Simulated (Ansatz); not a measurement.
Run report: Zn₂O₂, geometry relaxation

System: Zn₂O₂, multiplicity 3, SMILES [O][Zn][O][Zn].
Method: UKS PBE-D4/def2-SVPD (Ansatz 0.2.0).

The geometry comes from this level: GFN2-xTB. Figures and captions count atoms from 1; the log counts them from 0 in places.

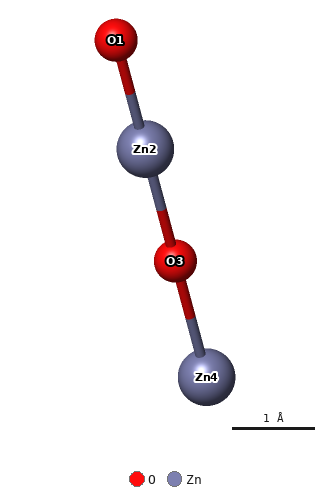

**Figure 1.** The starting structure (ball-and-stick view, seen at an oblique angle; atoms are numbered from 1 in the order of the input). Sticks mark near contacts.

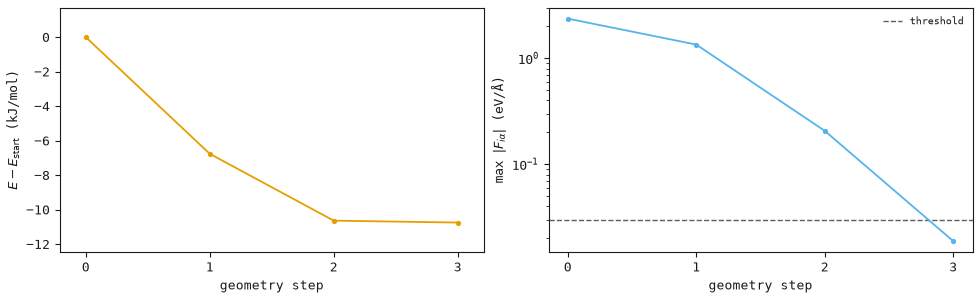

**Figure 2.** Progress of the relaxation, step by step (the first geometry is step 0 here and step 1 in the log).

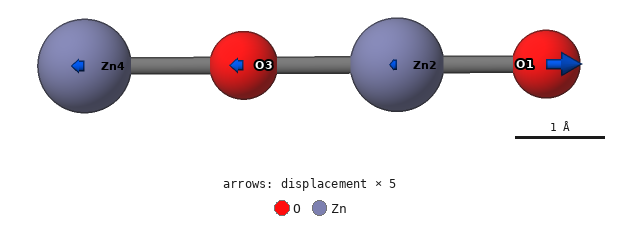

**Figure 3.** The starting structure with the displacements as blue arrows, magnified 5 times (ball-and-stick view, seen at a tilt). The two geometries are laid on each other by the best rigid fit. Over 3 geometry steps the energy falls by 10.7 kJ/mol. Largest force component: 2.4 eV/Å at the start, 0.019 eV/Å at the end. The largest move after the best rigid fit is that of O1, 0.083 Å. Largest moves by element: O 0.083 Å, Zn 0.031 Å. Among the contacts that change: O1–Zn2 1.691 → 1.792 Å, Zn2–O3 1.739 → 1.754 Å. (Atoms are counted from 1 in the order of the input.)

The input that produced these results follows, with the program's output.

**Input**
```yaml
crystal:
  periodic: [false, false, false]
  atoms:
    - { symbol: O, position_ang: [0.0, 0.0, -2.58846] }
    - { symbol: Zn, position_ang: [0.0, 0.0, -0.89778] }
    - { symbol: O, position_ang: [0.0, 0.0, 0.84162] }
    - { symbol: Zn, position_ang: [0.0, 0.0, 2.64462] }
magnetization:
  spin_polarized: true
  initial_magnetization: 2
basis:
  gaussian: { orbitals: def2-SVPD }
hamiltonian:
  xc: pbe
  dispersion: d4
relax:
  f_tol: 0.03
  max_steps: 200
```

Launch command:
```bash
ansatz run input.yaml --threads 4 --pin off --max-ram 10240MiB --backend cpu --events-out ev --progress --plain --runs-dir out
```

**Output**
```
The last accepted step is kept in [file] (removed where the run ends without a failure and the disk answers)
Engine: ansatz 0.2.0, x86_64-unknown-linux-gnu
Functional definition: PBE
  parameter kappa = 0.804
  parameter beta = 0.06672455060314922
  exchange = pbe_x(kappa = kappa, mu = beta*pi^2/3)
  correlation = pbe_c(beta = beta)
1128 factors; their error is unknown
mean field evaluation 1: about -100855.2462 eV, gradient 1.1e2 eV
mean field evaluation 2: about -100492.1500 eV, gradient 2.2e2 eV
mean field evaluation 4: about -100892.1773 eV, gradient 3.4e1 eV
mean field evaluation 8: about -100896.1430 eV, gradient 4.2e0 eV
mean field evaluation 16: about -100896.1759 eV, gradient 1.1e-2 eV
mean field evaluation 32: about -100894.6691 eV, gradient 4.9e-5 eV
mean field evaluation 64: about -100893.5858 eV, gradient 1.4e-3 eV
mean field evaluation 96: about -100890.9875 eV, gradient 2.8e1 eV
mean field -100896.17586039 eV, -3707.8660729851 hartree, gradient 6.5e-5 eV, S^2 2.006001; 10 other end points of the search recorded, 0 dependent functions left out
the calculation of the forces begins
reference -100896.17590635 eV, -3707.8660746739 hartree; 39, 37 occupied and 75, 77 virtual orbitals, 1128 factors
relax step   1: F+E_penalty+E_count = -100896.27135089 eV  Δ(F+E_penalty+E_count) = +0.000e0 eV  max|allowed force component| = 2.368e0 eV/Å  Δτ_max = 0.0000 Å  (377 SCF iters, accepted)
these checks for a lower state are left out or cut short: starts, cluster_reference, orbital_swaps, neighbouring_geometries, increment
1128 factors; their error is unknown
mean field evaluation 128: about -100896.2465 eV, gradient 3.7e-4 eV
mean field -100896.24653401 eV, -3707.8686701925 hartree, gradient 1.6e-5 eV, S^2 2.006029; 0 other end points of the search recorded, 0 dependent functions left out
the calculation of the forces begins
reference -100896.24658002 eV, -3707.8686718837 hartree; 39, 37 occupied and 75, 77 virtual orbitals, 1128 factors
relax step   2: F+E_penalty+E_count = -100896.34144102 eV  Δ(F+E_penalty+E_count) = -7.009e-2 eV  max|allowed force component| = 1.347e0 eV/Å  Δτ_max = 0.0313 Å  (41 SCF iters, accepted)
these checks for a lower state are left out or cut short: starts, cluster_reference, orbital_swaps, neighbouring_geometries, increment
1128 factors; their error is unknown
mean field -100896.28740438 eV, -3707.8701721510 hartree, gradient 2.0e-5 eV, S^2 2.006097; 0 other end points of the search recorded, 0 dependent functions left out
the calculation of the forces begins
reference -100896.28745048 eV, -3707.8701738451 hartree; 39, 37 occupied and 75, 77 virtual orbitals, 1128 factors
relax step   3: F+E_penalty+E_count = -100896.38158156 eV  Δ(F+E_penalty+E_count) = -4.014e-2 eV  max|allowed force component| = 2.069e-1 eV/Å  Δτ_max = 0.0428 Å  (39 SCF iters, accepted)
these checks for a lower state are left out or cut short: starts, cluster_reference, orbital_swaps, neighbouring_geometries, increment
1128 factors; their error is unknown
mean field -100896.28867978 eV, -3707.8702190211 hartree, gradient 6.6e-5 eV, S^2 2.006115; 0 other end points of the search recorded, 0 dependent functions left out
the calculation of the forces begins
reference -100896.28872589 eV, -3707.8702207158 hartree; 39, 37 occupied and 75, 77 virtual orbitals, 1128 factors
relax step   4: F+E_penalty+E_count = -100896.38273256 eV  Δ(F+E_penalty+E_count) = -1.151e-3 eV  max|allowed force component| = 1.886e-2 eV/Å  Δτ_max = 0.0089 Å  (34 SCF iters, accepted)
1128 factors; their error is unknown
mean field evaluation 160: about -100885.5457 eV, gradient 3.5e1 eV
mean field evaluation 192: about -100896.2887 eV, gradient 1.5e-5 eV
mean field evaluation 224: about -100895.5111 eV, gradient 2.3e0 eV
mean field -100896.28867978 eV, -3707.8702190211 hartree, gradient 6.6e-5 eV, S^2 2.006115; 11 other end points of the search recorded, 0 dependent functions left out
the calculation of the forces begins
reference -100896.28872589 eV, -3707.8702207158 hartree; 39, 37 occupied and 75, 77 virtual orbitals, 1128 factors
Total energy: -100896.38277868 eV, -3707.8736770918 hartree
Atom 0 at    -0.000000    -0.000000    -2.671460 Å, force     0.000000     0.000000     0.012127 eV/Å
Atom 1 at     0.000000     0.000000    -0.879382 Å, force     0.000000    -0.000000    -0.018856 eV/Å
Atom 2 at     0.000000     0.000000     0.874765 Å, force    -0.000000     0.000000     0.002096 eV/Å
Atom 3 at    -0.000000    -0.000000     2.676077 Å, force     0.000000     0.000000     0.004634 eV/Å
Dipole moment:    -0.000000     0.000000     0.830458 e Å
```

**Trajectory as extended XYZ (Å, eV, eV/Å), 4 frames, from step=1 to step=4**
```
4
Properties=species:S:1:pos:R:3:forces:R:3 step=1 energy=-100896.27135
O     0.0000    0.0000   -2.5885    0.0000   0.0000  -2.3684
Zn    0.0000    0.0000   -0.8978    0.0000   0.0000   2.0028
O     0.0000    0.0000    0.8416    0.0000   0.0000   0.3409
Zn    0.0000    0.0000    2.6446    0.0000   0.0000   0.0247
4
Properties=species:S:1:pos:R:3:forces:R:3 step=2 energy=-100896.34144
O     0.0000    0.0000   -2.6197    0.0000   0.0000  -1.3471
Zn    0.0000    0.0000   -0.8920    0.0000   0.0000   1.1504
O     0.0000    0.0000    0.8541    0.0000   0.0000   0.2024
Zn    0.0000    0.0000    2.6576    0.0000   0.0000  -0.0058
4
Properties=species:S:1:pos:R:3:forces:R:3 step=3 energy=-100896.38158
O     0.0000    0.0000   -2.6626    0.0000   0.0000  -0.2069
Zn    0.0000    0.0000   -0.8824    0.0000   0.0000   0.1977
O     0.0000    0.0000    0.8716    0.0000   0.0000   0.0098
Zn    0.0000    0.0000    2.6734    0.0000   0.0000  -0.0007
4
Properties=species:S:1:pos:R:3:forces:R:3 step=4 energy=-100896.38273
O     0.0000    0.0000   -2.6715    0.0000   0.0000   0.0121
Zn    0.0000    0.0000   -0.8794    0.0000   0.0000  -0.0189
O     0.0000    0.0000    0.8748    0.0000   0.0000   0.0021
Zn    0.0000    0.0000    2.6761    0.0000   0.0000   0.0046
```

**Key numbers**

```tsv
quantity	value
outcome	converged
total energy	−100896.3828 eV
mean-field energy	−100896.2887 eV
⟨S²⟩	2.006
SCF solution under orbital rotations	stable
largest force (length of the vector) at the end	0.019 eV/Å
hardware	4 threads of Intel Xeon @ 2.50GHz (Skylake/Cascade Lake), 189 GiB of memory available, shared host
wall time	48 s (CPU time 2.8 min)
peak memory	0.31 GiB
```
